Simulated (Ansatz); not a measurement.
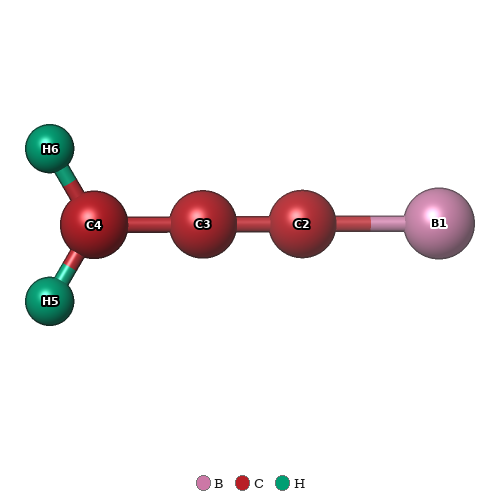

The system is C₃H₂B, charge +1; the picture shows the reference structure. 
- First axis: angle C2–C3–C4 (carried through 180). Second axis: change of the bonds C3–C2, C3–C4, all alike.
- Nothing is relaxed (all other coordinates rigid).
- The scan uses a 15 × 15 grid.
- Points are written as (first, second).
- All energies are given in kJ/mol relative to the lowest grid point.
- Theory: Ansatz 0.2.0, RHF/def2-TZVP.

Its coordinates:

```xyz
6

B    -1.0034   -2.8933    0.0212
C    -0.4539   -1.3076    0.0100
C    -0.0540   -0.1548    0.0015
C     0.3842    1.1076   -0.0082
H    -0.0092    1.8174   -0.7189
H     1.1362    1.4307    0.6945
```

Range: angle C2–C3–C4 (carried through 180) from 140.0 to 220.0°; change of the bonds C3–C2, C3–C4, all alike from −0.141 to 0.217 Å.

What landscape does the calculation give?

The lowest grid point is at (180.0°, 0.013 Å). No other kind of well shows on this grid. The highest grid point, (220.0°, 0.217 Å), lies 273 kJ/mol above the lowest. Round the minimum the two coordinates are nearly uncoupled.

```csv
"second ↓, first →",140.0,145.7,151.4,157.1,162.9,168.6,174.3,180.0,185.7,191.4,197.1,202.9,208.6,214.3,220.0
0.217,273,268,264,261,258,256,255,254,255,256,258,261,264,268,273
0.192,229,224,219,215,212,209,208,207,208,209,212,215,219,224,229
0.166,187,181,175,171,167,164,162,162,162,164,167,171,175,181,187
0.141,150,143,137,131,127,124,122,122,122,124,127,131,137,143,150
0.115,116,108,101,95,90,87,85,84,85,87,90,95,101,108,116
0.089,88,78,70,64,59,55,53,52,53,55,59,64,71,78,88
0.064,66,56,47,40,35,31,29,28,29,31,35,40,47,56,66
0.038,51,40,31,23,17,13,10,9,10,13,17,23,31,40,51
0.013,45,33,23,15,8,4,1,0,1,4,8,15,23,33,45
−0.013,48,35,25,16,9,4,1,0,1,4,9,16,25,35,48
−0.038,62,48,37,28,20,15,12,11,12,15,20,28,37,49,62
−0.064,90,75,63,53,45,40,37,35,37,40,45,53,63,75,90
−0.089,131,115,103,92,84,78,74,73,74,78,84,92,103,116,131
−0.115,191,174,161,150,141,135,131,130,131,135,141,150,161,174,191
−0.141,270,253,239,227,218,211,207,206,207,211,218,227,239,253,270
```

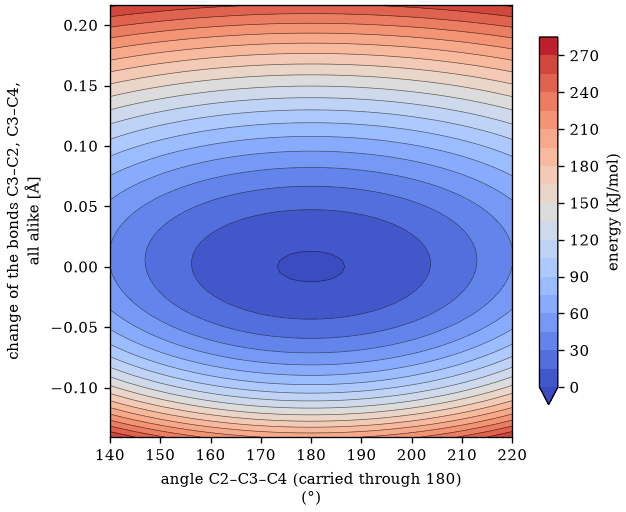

The picture shows filled contours. Between grid points the surface is interpolated.

Time for the 225 points that were run: 23 min on 1 thread of Arm Neoverse N1 (shared host).
